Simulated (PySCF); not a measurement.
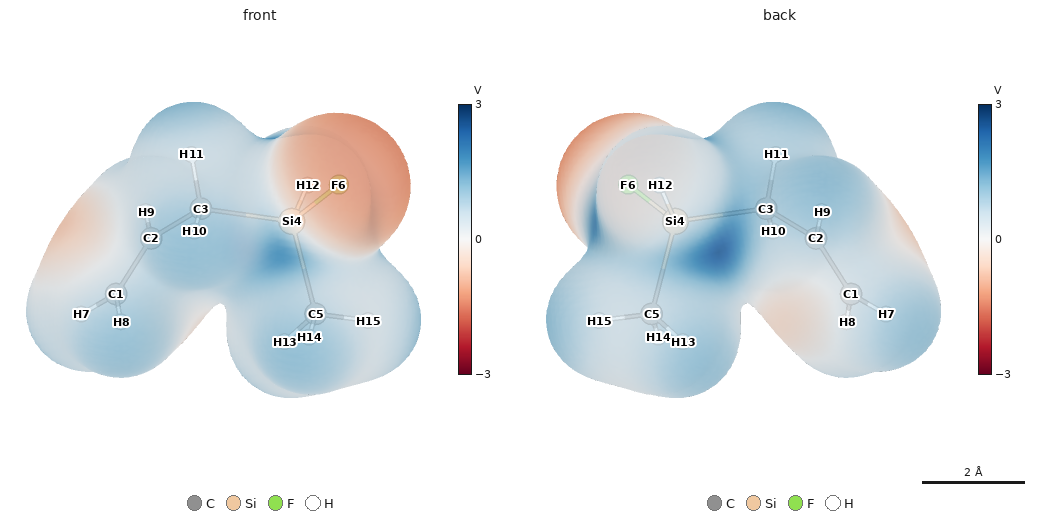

The picture shows: C$_{4}$H$_{9}$FSi. The molecular electrostatic potential painted on the density surface at 0.004 e/bohr³, seen from the front and from behind; the colour scale runs from red (negative) to blue (positive).

Geometry: GFN2-xTB.

Level of theory: wB97X-D/def2-SVPD, SCF density, gas phase in PySCF.

```xyz
15

C     2.0322    1.1137    0.2040
C     1.6132   -0.1302    0.0593
C     0.5141   -0.7534    0.8469
Si   -1.0706   -0.9836   -0.1880
C    -1.7999    0.6761   -0.7270
F    -2.1427   -1.7025    0.7948
H     2.8218    1.5259   -0.4008
H     1.6026    1.7728    0.9409
H     2.0624   -0.7682   -0.6907
H     0.2924   -0.1387    1.7213
H     0.8383   -1.7306    1.2095
H    -0.9098   -1.9381   -1.2793
H    -1.1117    1.2208   -1.3658
H    -2.0211    1.3060    0.1310
H    -2.7258    0.5379   -1.2779
```

**Where is the surface potential most negative and most positive?**

The most negative region (about −1.3 V, or −30 kcal/mol for a unit charge) lies over F6, the most positive (about +2.1 V, or +48 kcal/mol for a unit charge) over Si4.

**How polar is the molecule by this calculation?**

Its dipole moment is 1.68 D.
